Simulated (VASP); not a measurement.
Data:

```
CELL_PARAMETERS angstrom
      3.97230     0.00000     0.00000
      0.00000     3.97230     0.00000
      0.00000     0.00000     3.97230
ATOMIC_POSITIONS crystal
  Tl 0.00000 0.00000 0.00000
  Br 0.50000 0.50000 0.50000
```

Method: rev-vdW-DF2, VASP's PBE PAW potentials (set 64) (plane waves; VASP). Run with 520 eV cut-off, 8×8×8 Γ-centred mesh, tetrahedra with Blöchl corrections, potentials Tl_d Br.

Unless said otherwise, spin-orbit coupling is left out, though it shifts the bands of the heavy elements here.

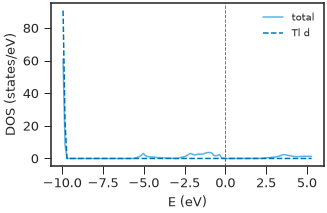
Total and projected density of states, zero at the valence-band maximum

Within 2 eV below the valence-band maximum the largest weight inside VASP's projection spheres is Br p.

The gap is direct, 1.81 eV, from the valence maximum at X to the conduction minimum at X.

The compound is TlBr in the CsCl type structure. It was relaxed first.
